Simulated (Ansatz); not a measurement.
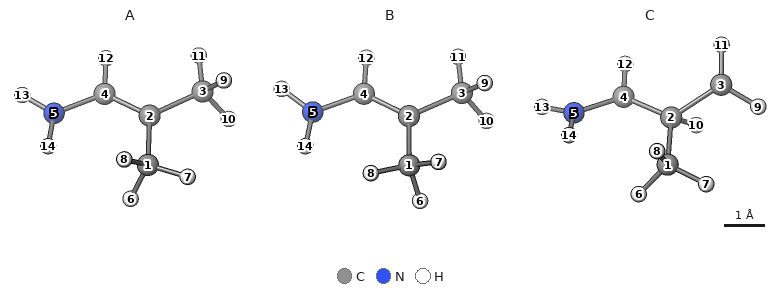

3 geometries from a converged minimum-energy path of C$_{4}$H$_{9}$N, shuffled. Style: ball-and-stick. Shown at a tilt.

Method: Ansatz 0.2.0, UKS PBE-D4/6-31G. Run with 5 movable images; climbing image; force threshold 0.05 eV/Å; iteration limit 49; starting path through a guess of the saddle point.

**One of them is the converged climbing image. Which?**

C. In order along the path, whose images run from 0 to 6: B (image 0, 0.0 kcal/mol), A (image 1, +0.3 kcal/mol), C (image 3, +79.9 kcal/mol). A hydrogen atom shifts from one atom to another. Breaking: C3–H10 (1.11 → 1.64 at the top → 3.23 Å). Forming: C4–H10 (3.23 → 2.03 at the top → 1.11 Å).

Cost: 32 min on 1 thread of Arm Neoverse N1 (shared host), peak memory 0.17 GiB.
